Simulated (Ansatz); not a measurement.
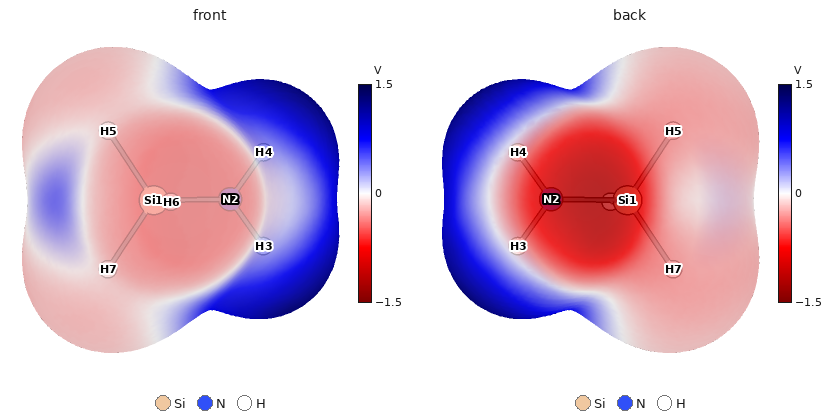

Figure. H₅NSi. The molecular electrostatic potential painted on the density surface at 0.001 e/bohr³, seen from the front and from behind; the colour scale runs from red (negative) to blue (positive).

The calculation used Ansatz 0.2.0, RKS PBE-D4/def2-SVP.

```yaml
atoms:
  - { symbol: Si, position_ang: [0.0050, -0.0089, 0.0623] }
  - { symbol: N, position_ang: [0.0972, -0.1869, 1.7993] }
  - { symbol: H, position_ang: [-0.7826, -0.3063, 2.3097] }
  - { symbol: H, position_ang: [0.6995, 0.4637, 2.3116] }
  - { symbol: H, position_ang: [1.4107, -0.0357, -0.4727] }
  - { symbol: H, position_ang: [-0.6491, 1.2491, -0.4741] }
  - { symbol: H, position_ang: [-0.7793, -1.1750, -0.4746] }
```

Where is the surface potential most negative and most positive?

The most negative region (about −1.2 V) lies over N2, the most positive (about +1.3 V) over H3 and H4. N2 is the likeliest acceptor of a hydrogen bond.
